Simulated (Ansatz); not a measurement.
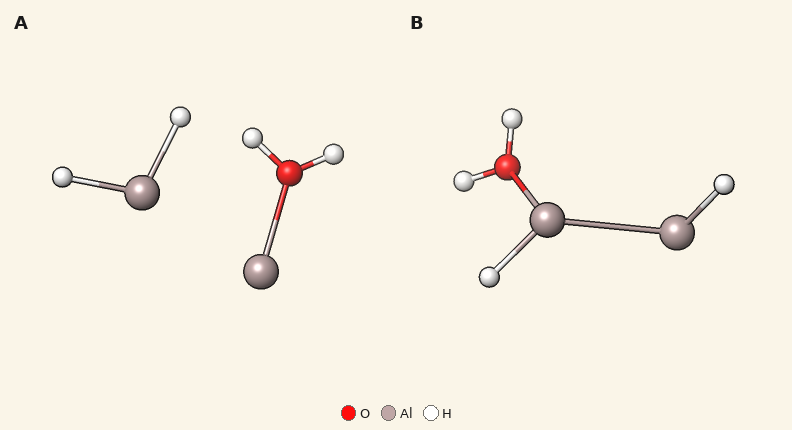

2 stationary structures of one formula. Geometries: PBE0-D4/def2-TZVP. Electronic energies: RHF-CCSD(T) (frozen core)/def2-TZVPP (Ansatz 0.2.0), without zero-point energy. No frequency run is at hand to confirm each as a minimum. Each is one conformer, not always the lowest.

**Which is lowest in energy, and by how much?**

A is lowest (Cs); B lies 23.9 kJ/mol above it (C1).
